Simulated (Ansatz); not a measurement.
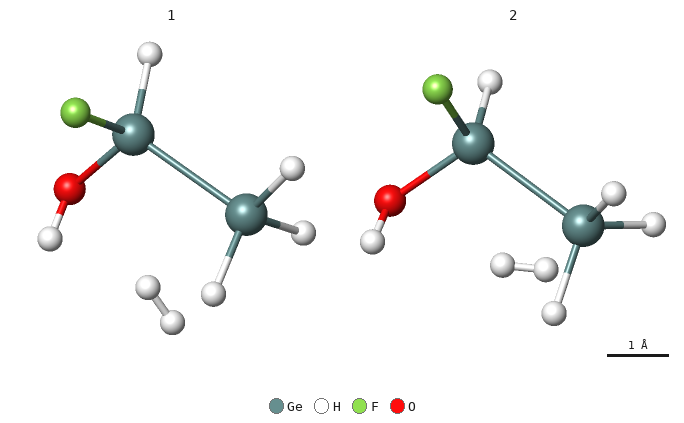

Two geometries of Ge2H7OF, drawn at one scale. One is the start of a relaxation, the other its converged end. The picture is a ball-and-stick view, seen from a free direction.

These are results of Ansatz, RKS PBE0/def2-SVP, not measurements. Settings: no spin polarisation; force threshold 0.03 eV/Å; at most 50 steps.

Question: Which of the two is the end point?

Answer: Structure 1 is the relaxed one. The run prepares an end point of a later path (reaction) calculation, from a guessed geometry. The energy falls by 3.50 kcal/mol in 17 accepted moves (20 points after the start). Largest force component: 1.4 eV/Å at the start, 0.026 eV/Å at the end. The line search rejected the trial steps at points 8, 12, 17 of the run. An H atom moves most after the best rigid fit: 1.30 Å. Largest moves by element: H 1.30 Å, F 0.58 Å, O 0.49 Å, Ge 0.31 Å. Among the contacts that change: H–H 0.720 → 0.763 Å, Ge–Ge 2.408 → 2.425 Å. Groups turn about Ge–Ge by about 40°. The run took 33 s on 4 threads of Intel(R) Xeon(R) 6975P-C (Granite Rapids), on a shared host, peak memory 0.38 GiB.

Limits of the set-up: the start holds two separate molecules, 2.5 Å apart at their closest, whose relative position is a soft coordinate and is computed without a dispersion correction.
